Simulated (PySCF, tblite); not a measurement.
# C4H13BN2Si: geometry, infrared bands and NMR shifts

Wanted: the infrared bands and NMR shifts of C4H13BN2Si (`N[SiH2]NBC1CCC1`), by calculation.

Programs: tblite 0.8.0 and PySCF 2.14.0, with density-fitted response routines of our own. Each step states its level of theory. These are calculated values for one molecule in the gas phase, unless marked as measured. Atoms are numbered from 0 throughout.

## 1. Starting geometry

21 atoms, charge 0, multiplicity 1; geometry from: force field or distance geometry start.

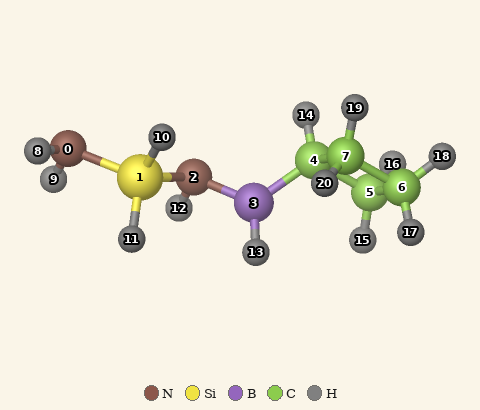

The starting geometry (nitrogen brown, silicon yellow, boron purple, carbon green, hydrogen grey), atoms numbered.

## 2. Optimising the geometry with GFN2-xTB

What the job is given:

```
{"job": {"kind": "relax", "xc": "GFN2-xTB", "basis": "xTB"}, "charge": 0, "multiplicity": 1}
N      4.303200    -0.198000     0.372000
Si     2.654500     0.496700     0.132800
N      1.489600    -0.841700    -0.074100
B      0.109600    -0.201500    -0.292100
C     -1.074500    -0.521000     0.757000
C     -2.387900    -0.941200     0.084100
C     -3.063100     0.305300     0.642300
C     -1.750400     0.734800     1.305000
H      4.956500     0.609700     0.452400
H      4.533300    -0.697200    -0.506400
H      2.291600     1.282400     1.325700
H      2.655500     1.356600    -1.044200
H      1.723400    -1.329800    -0.954100
H     -0.080800     0.507100    -1.207900
H     -0.770000    -1.211000     1.559500
H     -2.366000    -0.942000    -1.014200
H     -2.793000    -1.873900     0.526000
H     -3.392000     0.999000    -0.151800
H     -3.855100     0.061900     1.394900
H     -1.814700     0.722800     2.417100
H     -1.378800     1.698000     0.892600
```

The run is started by

```bash
$ OMP_NUM_THREADS=1 python probes_run.py task.json out
```

This one command runs all jobs of the session in turn.

The log of the run:

```text
step      E/eV     max force
  0    -653.08406    2.205
  1    -653.35982    1.302
  2    -653.48149    0.589
  3    -653.51776    0.679
  4    -653.55736    0.542
  5    -653.57358    0.419
  6    -653.59947    0.594
  7    -653.61813    0.516
  8    -653.63489    0.271
  9    -653.64513    0.193
 10    -653.65704    0.289
 11    -653.67104    0.424
 12    -653.68585    0.413
 13    -653.69667    0.277
 14    -653.70251    0.177
 15    -653.70669    0.264
 16    -653.71349    0.390
 17    -653.72203    0.367
 18    -653.73110    0.210
 19    -653.74126    0.272
 20    -653.75567    0.332
 21    -653.77345    0.425
 22    -653.79258    0.415
 23    -653.81396    0.410
 24    -653.83744    0.439
 25    -653.86117    0.563
 26    -653.87786    0.880
 27    -653.92184    0.551
 28    -653.95757    0.461
 29    -653.98898    0.448
 30    -654.02116    0.635
 31    -654.06692    0.612
 32    -654.09531    0.486
 33    -654.11854    0.556
 34    -654.14225    0.427
 35    -654.17421    0.326
 36    -654.19018    0.494
 37    -654.20931    0.438
 38    -654.23060    0.383
 39    -654.25405    0.322
 40    -654.27173    0.288
 41    -654.28566    0.348
 42    -654.29624    0.236
 43    -654.30774    0.251
 44    -654.32072    0.348
 45    -654.33478    0.369
 46    -654.34969    0.292
 47    -654.36146    0.218
 48    -654.36948    0.240
 49    -654.37750    0.272
 50    -654.38583    0.184
 51    -654.39414    0.172
 52    -654.40012    0.158
 53    -654.40614    0.195
 54    -654.41246    0.197
 55    -654.41936    0.173
 56    -654.42698    0.170
 57    -654.43496    0.214
 58    -654.44154    0.180
 59    -654.44643    0.166
 60    -654.45135    0.167
 61    -654.45755    0.243
 62    -654.46421    0.197
 63    -654.46919    0.141
 64    -654.47252    0.128
 65    -654.47532    0.138
 66    -654.47863    0.144
 67    -654.48179    0.092
 68    -654.48381    0.087
 69    -654.48535    0.080
 70    -654.48701    0.092
 71    -654.48859    0.097
 72    -654.48962    0.064
 73    -654.49018    0.051
 74    -654.49062    0.048
 75    -654.49113    0.048
 76    -654.49174    0.059
 77    -654.49249    0.080
 78    -654.49340    0.090
 79    -654.49450    0.099
 80    -654.49566    0.075
 81    -654.49669    0.064
 82    -654.49750    0.058
 83    -654.49819    0.075
 84    -654.49886    0.076
 85    -654.49959    0.065
 86    -654.50036    0.056
 87    -654.50111    0.057
 88    -654.50173    0.055
 89    -654.50217    0.033
 90    -654.50245    0.026
 91    -654.50261    0.021
 92    -654.50272    0.023
 93    -654.50281    0.022
 94    -654.50292    0.020
 95    -654.50306    0.024
 96    -654.50322    0.030
 97    -654.50337    0.023
 98    -654.50348    0.022
 99    -654.50357    0.022
100    -654.50368    0.024
101    -654.50384    0.025
102    -654.50403    0.035
103    -654.50424    0.033
104    -654.50446    0.028
105    -654.50469    0.031
106    -654.50492    0.032
107    -654.50513    0.041
108    -654.50535    0.039
109    -654.50559    0.039
110    -654.50589    0.040
111    -654.50620    0.048
112    -654.50642    0.034
113    -654.50664    0.052
114    -654.50687    0.037
115    -654.50714    0.039
116    -654.50723    0.072
117    -654.50742    0.027
118    -654.50750    0.024
119    -654.50770    0.031
120    -654.50785    0.038
121    -654.50809    0.050
122    -654.50825    0.044
123    -654.50834    0.021
124    -654.50839    0.020
125    -654.50845    0.020
126    -654.50854    0.035
127    -654.50866    0.038
128    -654.50881    0.038
129    -654.50897    0.028
130    -654.50909    0.022
131    -654.50921    0.037
132    -654.50941    0.038
133    -654.50983    0.058
134    -654.51075    0.089
135    -654.51212    0.110
136    -654.51337    0.185
137    -654.51522    0.171
138    -654.51592    0.169
139    -654.51785    0.118
140    -654.51901    0.144
141    -654.52091    0.153
142    -654.52678    0.160
143    -654.52877    0.130
144    -654.52411    0.311
145    -654.53199    0.102
146    -654.53360    0.091
147    -654.53389    0.255
148    -654.53784    0.140
149    -654.53873    0.105
150    -654.54024    0.162
151    -654.54140    0.105
152    -654.54445    0.091
153    -654.54738    0.105
154    -654.54889    0.258
155    -654.55000    0.139
156    -654.55154    0.080
157    -654.55247    0.078
158    -654.55333    0.157
159    -654.55400    0.068
160    -654.55456    0.075
161    -654.55501    0.063
162    -654.55532    0.041
163    -654.55548    0.034
164    -654.55568    0.038
165    -654.55582    0.033
166    -654.55596    0.043
167    -654.55608    0.037
168    -654.55623    0.037
169    -654.55640    0.027
170    -654.55663    0.033
171    -654.55693    0.031
172    -654.55734    0.048
173    -654.55786    0.045
174    -654.55841    0.043
175    -654.55689    0.278
176    -654.55907    0.048
177    -654.55935    0.036
178    -654.56011    0.119
179    -654.56039    0.046
180    -654.56059    0.032
181    -654.56087    0.027
182    -654.56103    0.023
183    -654.56118    0.022
184    -654.56134    0.028
185    -654.56152    0.033
186    -654.56171    0.030
187    -654.56186    0.025
188    -654.56195    0.046
189    -654.56204    0.025
190    -654.56214    0.022
191    -654.56236    0.022
192    -654.56249    0.021
193    -654.56269    0.029
194    -654.56287    0.029
195    -654.56317    0.049
196    -654.56298    0.109
197    -654.56372    0.071
198    -654.56395    0.062
199    -654.56444    0.050
200    -654.56475    0.039
201    -654.56501    0.058
202    -654.56553    0.063
203    -654.56578    0.058
204    -654.56620    0.040
205    -654.56667    0.075
206    -654.56718    0.098
207    -654.56754    0.056
208    -654.56796    0.059
209    -654.56845    0.042
210    -654.56881    0.051
211    -654.56914    0.050
212    -654.56942    0.034
213    -654.56966    0.036
214    -654.56990    0.040
215    -654.57019    0.046
216    -654.57049    0.050
217    -654.57076    0.041
218    -654.57097    0.034
219    -654.57111    0.058
220    -654.57123    0.035
221    -654.57134    0.028
222    -654.57146    0.024
223    -654.57154    0.030
224    -654.57162    0.031
225    -654.57169    0.024
226    -654.57175    0.025
227    -654.57182    0.032
228    -654.57190    0.034
229    -654.57199    0.025
230    -654.57207    0.014
231    -654.57213    0.012
232    -654.57218    0.021
233    -654.57222    0.022
234    -654.57227    0.014
235    -654.57232    0.014
236    -654.57237    0.012
237    -654.57240    0.010
```

Run time: 2.1 s. Hardware: 1 thread of Arm Neoverse V1, shared host; peak memory 0.18 GiB.

Step by step: (not every step is listed)

```
step  energy from step 0 (eV)  largest force (eV/Å)
   0                   0.0000                2.2048
   1                  -0.2758                1.3025
   2                  -0.3974                0.5893
   3                  -0.4337                0.6788
   4                  -0.4733                0.5423
   5                  -0.4895                0.4193
   6                  -0.5154                0.5935
   7                  -0.5341                0.5164
   8                  -0.5508                0.2714
  30                  -0.9371                0.6348
  52                  -1.3161                0.1583
  74                  -1.4066                0.0481
  96                  -1.4192                0.0296
 118                  -1.4234                0.0245
 140                  -1.4349                0.1438
 162                  -1.4713                0.0411
 184                  -1.4773                0.0284
 206                  -1.4831                0.0976
 228                  -1.4878                0.0337
 232                  -1.4881                0.0209
 233                  -1.4882                0.0222
 234                  -1.4882                0.0144
 235                  -1.4883                0.0136
 236                  -1.4883                0.0120
 237                  -1.4883                0.0100
```

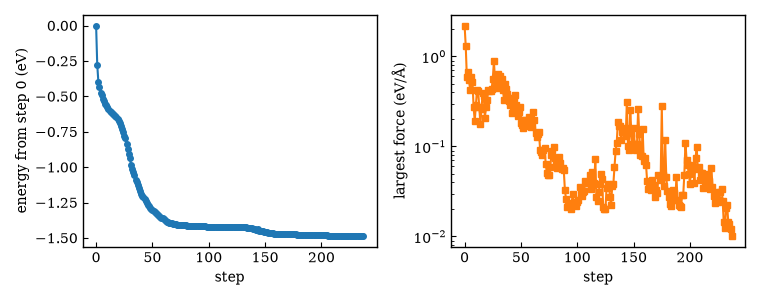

Energy and force, step by step.

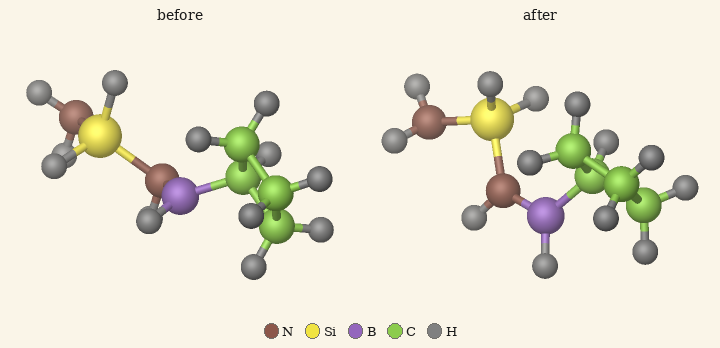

Before and after, at one scale.

Distances of close pairs at the start and the end, largest changes first:

```csv
bond,before (Å),after (Å),change (Å)
N2–B3,1.537,1.395,-0.142
N0–Si1,1.805,1.726,-0.079
Si1–N2,1.786,1.742,-0.044
N0–H8,1.042,1.006,-0.036
C6–H18,1.119,1.089,-0.030
B3–C4,1.614,1.584,-0.030
N0–H9,1.036,1.008,-0.028
C7–H19,1.114,1.089,-0.025
```

The next job starts from the end point, and lists it.

## 3. Harmonic vibrations with GFN2-xTB

What the job is given:

```
{"job": {"kind": "ir", "xc": "GFN2-xTB", "basis": "xTB"}, "charge": 0, "multiplicity": 1}
N      3.928357     0.214903     0.043976
Si     2.359639     0.030530     0.739570
N      1.387300    -0.433913    -0.629729
B      0.016929    -0.675059    -0.724878
C     -0.897896    -0.471274     0.552531
C     -2.374034    -0.922713     0.476396
C     -2.834287     0.538709     0.560240
C     -1.381252     0.990958     0.753487
H      4.702197     0.348464     0.672685
H      4.036043     0.825928    -0.750612
H      2.487165    -1.055836     1.712693
H      1.783880     1.240206     1.343645
H      1.927909    -0.573946    -1.471292
H     -0.436383    -0.990518    -1.763866
H     -0.396864    -0.847250     1.447505
H     -2.644843    -1.433205    -0.446294
H     -2.695314    -1.534522     1.318328
H     -3.286303     0.907966    -0.358587
H     -3.501219     0.766141     1.390916
H     -1.170151     1.394162     1.742371
H     -1.019791     1.697213     0.007503
```

The log of the run:

```text
mode    cm-1     km/mol
  1     -35.3      0.01
  2      32.4      0.13
  3      47.7      0.68
  4      99.6      0.52
  5     161.2      1.30
  6     192.9      1.63
  7     228.9     14.45
  8     269.0      0.73
  9     303.0      2.94
 10     470.9      4.58
 11     531.8     51.05
 12     565.2    133.52
 13     572.8    173.03
 14     619.5     18.49
 15     725.6     59.13
 16     730.4    148.98
 17     751.4     22.91
 18     776.5     81.57
 19     787.4     27.11
 20     797.3    122.92
 21     821.5      6.73
 22     841.1    179.94
 23     868.2     76.74
 24     895.3    219.84
 25    1006.2      0.97
 26    1014.3      6.39
 27    1041.2     17.59
 28    1057.1     38.88
 29    1063.2      5.25
 30    1082.0      5.26
 31    1112.0      8.93
 32    1187.8      1.17
 33    1192.0      1.02
 34    1227.7      3.20
 35    1237.9     24.45
 36    1245.8      0.92
 37    1262.0      7.94
 38    1265.7      0.43
 39    1285.5     61.18
 40    1374.5    461.98
 41    1476.0      0.33
 42    1483.7      1.06
 43    1500.2      0.25
 44    1533.4     51.09
 45    2182.9    379.60
 46    2240.8    224.58
 47    2570.8    199.66
 48    2946.7     51.00
 49    2978.0     21.48
 50    2986.1      0.47
 51    2999.0     61.17
 52    3003.9     90.99
 53    3004.8     88.52
 54    3011.3     91.23
 55    3433.9      3.55
 56    3472.8      4.17
 57    3520.1      0.84
```

Run time: 0.89 s. Hardware: 1 thread of Arm Neoverse V1, shared host; peak memory 0.18 GiB.

Which atoms move in the most intense modes:

```
cm⁻¹  km/mol                                atoms
 573   173.0  H8 27 %, N0 18 %, H9 17 %, H12 12 %
 730   149.0                   H11 45 %, H10 23 %
 841   179.9            H9 28 %, H8 20 %, N0 11 %
 895   219.8                    N0 46 %, Si1 39 %
1374   462.0                     B3 49 %, N2 35 %
2183   379.6                             H11 90 %
2241   224.6                             H10 91 %
2571   199.7                             H13 92 %
```

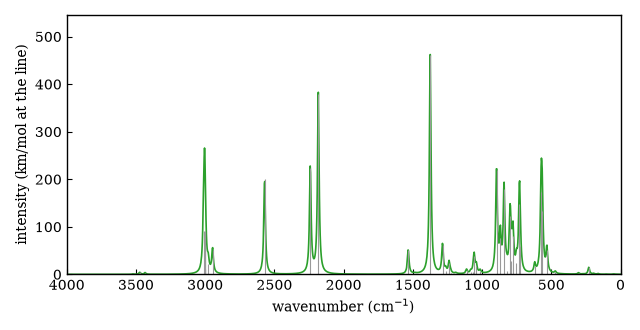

The infrared spectrum from these modes, unscaled. Lines are broadened to a width of 14 cm⁻¹ (Lorentzian).

## 4. Shielding tensors: PBE0/pcSseg-1

Settings changed since step 3:

```diff
@@ -1,2 +1,2 @@
-{"job": {"kind": "ir", "xc": "GFN2-xTB", "basis": "xTB"}, "charge": 0, "multiplicity": 1}
+{"job": {"kind": "nmr", "xc": "PBE0", "basis": "pcSseg-1"}, "charge": 0, "multiplicity": 1}
 N      3.928357     0.214903     0.043976
```

Level: GIAO PBE0/pcSseg-1 NMR shielding, non-relativistic, gas phase.

The log of the run:

```text
coarse grid: 17240 points
cycle   1  E = -583.4948337416  dE =  8.322e-01  |g| = 6.163e-01  |ddm| = 4.055e+00
cycle   2  E = -583.4476331929  dE =  4.720e-02  |g| = 7.802e-01  |ddm| = 1.179e+00
cycle   3  E = -583.5847614506  dE = -1.371e-01  |g| = 6.091e-02  |ddm| = 6.938e-01
cycle   4  E = -583.5854731118  dE = -7.117e-04  |g| = 2.740e-02  |ddm| = 7.325e-02
cycle   5  E = -583.5856431196  dE = -1.700e-04  |g| = 9.089e-03  |ddm| = 2.858e-02
cycle   6  E = -583.5856602935  dE = -1.717e-05  |g| = 2.293e-03  |ddm| = 8.394e-03
cycle   7  E = -583.5856615015  dE = -1.208e-06  |g| = 4.442e-04  |ddm| = 2.201e-03
final grid: 159792 points
cycle   8  E = -583.6266462976  dE = -4.718e-05  |g| = 1.031e-02  |ddm| = 3.402e-02
cycle   9  E = -583.6266296881  dE =  1.661e-05  |g| = 1.353e-02  |ddm| = 1.976e-02
cycle  10  E = -583.6266717206  dE = -4.203e-05  |g| = 6.492e-04  |ddm| = 1.081e-02
cycle  11  E = -583.6266718049  dE = -8.424e-08  |g| = 2.960e-04  |ddm| = 7.560e-04
cycle  12  E = -583.6266718239  dE = -1.904e-08  |g| = 7.493e-05  |ddm| = 2.742e-04
cycle  13  E = -583.6266718251  dE = -1.193e-09  |g| = 2.247e-05  |ddm| = 8.017e-05
cycle  14  E = -583.6266718252  dE = -1.130e-10  |g| = 5.730e-06  |ddm| = 2.433e-05
converged SCF energy = -583.6266718252

GIAO shielding tensors (ppm)
atom      isotropic    diamagn.    paramagn.     s11        s22        s33       span
  0 N      256.922     315.411     -58.488    217.935    259.966    292.865     74.930
  1 Si     384.156     880.456    -496.300    360.284    371.043    421.142     60.857
  2 N      148.401     324.452    -176.052     51.097    195.019    199.085    147.989
  3 B       51.496     194.362    -142.866     10.424     37.303    106.761     96.337
  4 C      163.079     251.393     -88.314    150.401    163.690    175.145     24.745
  5 C      161.798     249.590     -87.791    148.369    156.344    180.682     32.312
  6 C      166.905     253.397     -86.492    153.359    163.938    183.419     30.060
  7 C      164.573     247.494     -82.921    146.694    159.887    187.138     40.444
  8 H       31.684      27.319       4.365     24.208     26.964     43.880     19.673
  9 H       31.629      30.756       0.873     24.317     28.708     41.863     17.546
 10 H       26.610      30.486      -3.876     22.896     25.643     31.290      8.395
 11 H       26.417      32.294      -5.876     22.128     26.818     30.305      8.176
 12 H       27.805      32.790      -4.984     21.873     27.772     33.771     11.898
 13 H       26.162      32.267      -6.105     24.883     25.622     27.982      3.099
 14 H       29.818      35.066      -5.248     25.740     29.699     34.016      8.276
 15 H       29.475      30.778      -1.303     26.625     26.976     34.824      8.198
 16 H       29.320      30.398      -1.078     26.531     26.876     34.553      8.022
 17 H       29.548      30.385      -0.837     26.730     26.962     34.951      8.221
 18 H       29.594      29.528       0.066     26.352     26.800     35.630      9.279
 19 H       29.282      31.957      -2.675     25.625     28.324     33.896      8.272
 20 H       29.972      32.561      -2.589     26.441     29.170     34.306      7.865
```

It took 52 s on 1 thread of Arm Neoverse V1, shared host; peak memory 0.92 GiB.

Shifts follow as δ = σ(reference) − σ, with reference shieldings (ppm) from runs at the same level and on the same kind of geometry: 1H TMS 31.72, 13C TMS 186.9, 29Si TMS 349.2, 15N NH3 267.7, 11B BF3·OEt2 100.1. The references are single molecules in the gas phase, so shifts against H2O, NH3, PH3, H3PO4 or CFCl3 are not on the usual liquid scales and can be off by tens of ppm. Atoms listed in one row are averaged.

```
   atoms                             environment  σ (ppm)  δ (ppm)  δ scaled to CDCl3
      C4                      sp3 CH bonded to B    163.1     23.8               21.4
  C5, C7                       sp3 CH2 in a ring    163.2     23.7               21.3
      C6                       sp3 CH2 in a ring    166.9     20.0               17.6
     H13      hydrogen on a boron bonded to C, N    26.16     5.55                  –
H10, H11     hydrogen on a silicon bonded to 2 N    26.51     5.20                  –
     H12  hydrogen on a nitrogen bonded to B, Si    27.81     3.91                  –
H16, H19        hydrogen on an sp3 CH2 in a ring    29.30     2.42               2.38
     H17        hydrogen on an sp3 CH2 in a ring    29.55     2.17               2.15
     H18        hydrogen on an sp3 CH2 in a ring    29.59     2.12               2.11
H15, H20        hydrogen on an sp3 CH2 in a ring    29.72     1.99               1.98
     H14       hydrogen on an sp3 CH bonded to B    29.82     1.90               1.90
  H8, H9     hydrogen on a nitrogen bonded to Si    31.66     0.06                  –
      N2             nitrogen bonded to B, Si, H    148.4    119.3                  –
      N0              nitrogen bonded to Si, 2 H    256.9     10.8                  –
     Si1              silicon bonded to 2 N, 2 H    384.2    -35.0                  –
      B3                 boron bonded to C, N, H     51.5     48.6                  –
```

The scaled column applies a straight-line fit of computed shieldings to shifts measured in CDCl3 (root-mean-square error 0.16 ppm for H, 1.9 ppm for C).

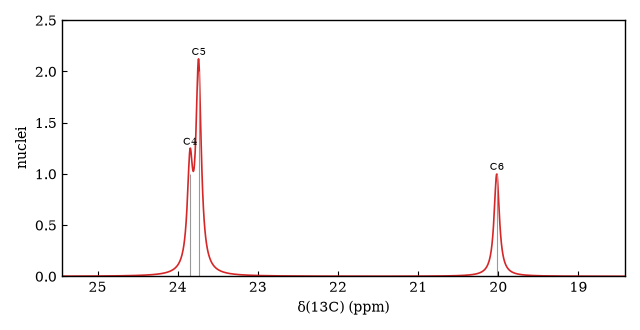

13C lines at the computed shifts, without couplings. Lines are broadened to a width of 0.08 ppm (Lorentzian).

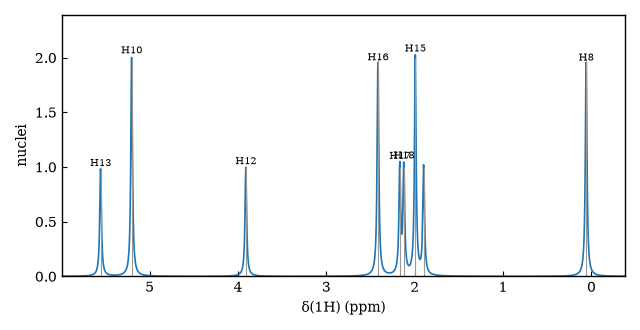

1H lines at the computed shifts, without couplings. Lines are broadened to a width of 0.02 ppm (Lorentzian).

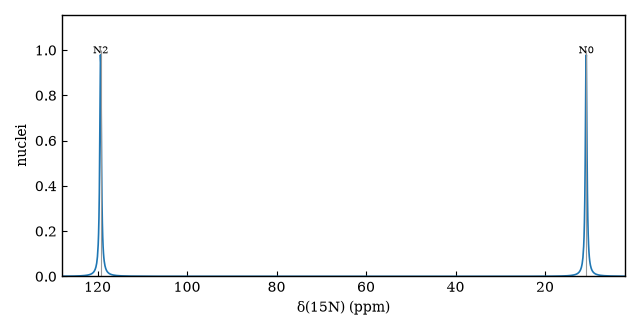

15N lines at the computed shifts, without couplings. Lines are broadened to a width of 0.43 ppm (Lorentzian).

The run also stored atomic charges by several schemes (e):

```csv
atoms,Mulliken,IAO,Hirshfeld,ESP fit
N0,-0.64,-0.84,-0.32,-1.09
Si1,0.80,1.03,0.41,0.83
N2,-0.66,-0.65,-0.26,-0.56
B3,0.43,0.13,0.14,-0.09
C4,-0.54,-0.26,-0.10,0.46
"C5, C7",-0.16,-0.25,-0.07,-0.19
C6,-0.22,-0.26,-0.07,-0.04
```

Mulliken charges:

N0 -0.64; Si1 0.80; N2 -0.66; B3 0.43; C4 -0.54; C5 -0.14; C6 -0.22; C7 -0.18; H8 0.19; H9 0.19; H10 -0.12; H11 -0.12; H12 0.21; H13 -0.01; H14 0.13; H15 0.11; H16 0.11; H17 0.11; H18 0.11; H19 0.12; H20 0.11

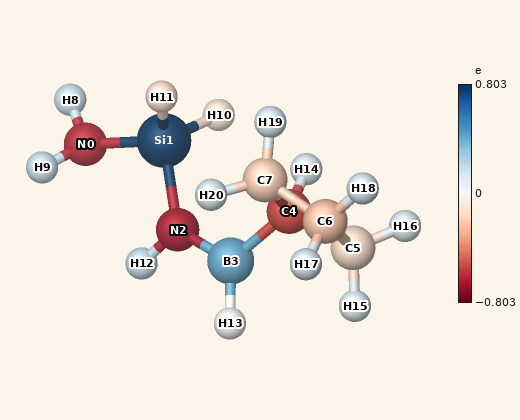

Mulliken charges, as colours on the atoms.

Mayer bond orders: N0–Si1 1.04, Si1–N2 0.92, N2–B3 1.29, B3–C4 0.90, C4–C5 1.05, C5–C6 1.06, C6–C7 1.06, C7–C4 1.02.

Ring of atoms C4, C5, C6, C7: NICS(0) 2.7, NICS(1) 1.1, NICS(1)zz 6.0 ppm (means of both faces).

The fields below are evaluated on a grid from the run's orbitals.

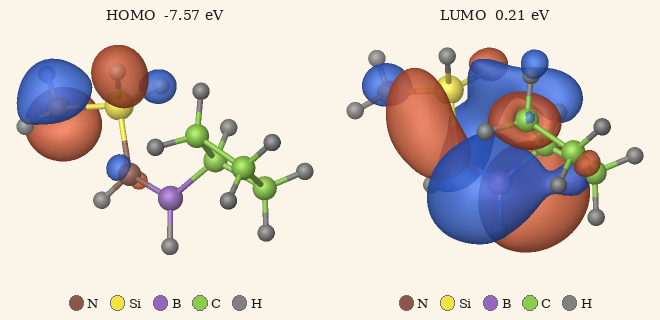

PBE0/pcSseg-1 orbitals near the gap, drawn at the value that encloses 70 % of each; the two colours are the two signs.

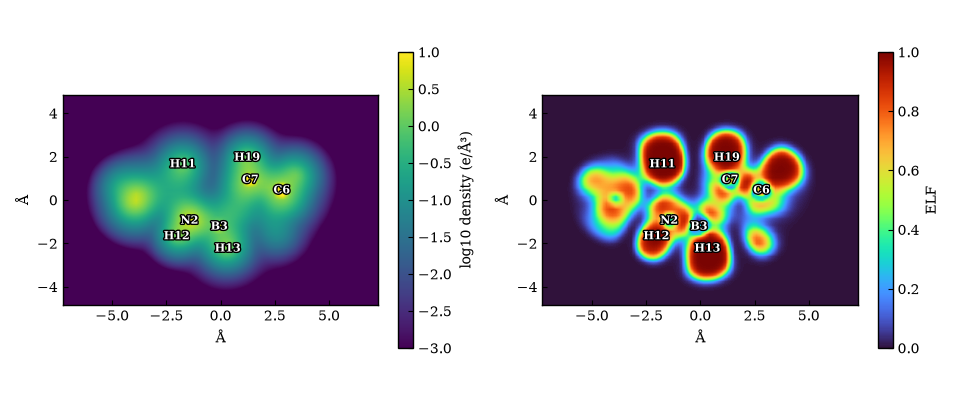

Density (left) and ELF (right) in a plane through or near 8 of the atoms.

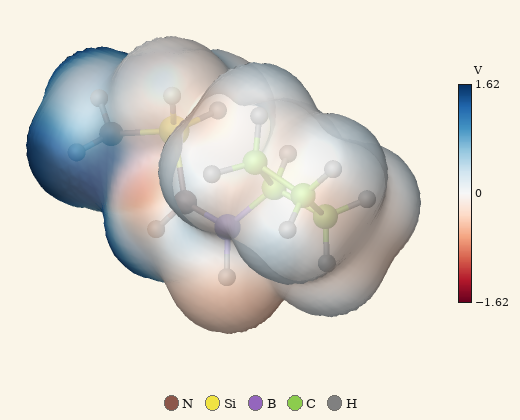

The potential that a unit positive charge feels on the 0.002 e/bohr³ surface, from -1.05 V near N0 to 1.62 V near H8.

## 5. Outcome

| quantity | value |
| --- | --- |
| strongest single infrared mode (GFN2-xTB) | 1374 cm⁻¹, 462 km/mol |
| zero-point energy (GFN2-xTB) | 107.3 kcal/mol |
| 13C shifts against TMS (PBE0/pcSseg-1, means over atoms taken as alike) | 23.8, 23.7, 20.0 ppm |
| 1H shifts against TMS (PBE0/pcSseg-1, means over atoms taken as alike) | 5.55, 5.20, 3.91, 2.42, 2.17, 2.12, 1.99, 1.90, 0.06 ppm |
| 15N shifts against NH3 (PBE0/pcSseg-1) | 119.3, 10.8 ppm |
| 29Si shifts against TMS (PBE0/pcSseg-1) | -35.0 ppm |
| 11B shifts against BF3·OEt2 (PBE0/pcSseg-1) | 48.6 ppm |
| surface potential, least and greatest | -1.05 V and 1.62 V |

Relaxing lowered the energy by 1.488 eV in 237 steps; the close pair that moved most is N2–B3, from 1.537 to 1.395 Å. The lowest mode is imaginary (35i cm⁻¹), so the xTB geometry is not a minimum. The strongest single mode, at 1374 cm⁻¹, moves mainly B3 and N2. Unscaled tight-binding wavenumbers are off by several per cent, some by more. Its intensities can rank the bands wrongly. At PBE0/pcSseg-1: The widest tensor belongs to N2: span 148 ppm, with a paramagnetic part of -176 ppm.
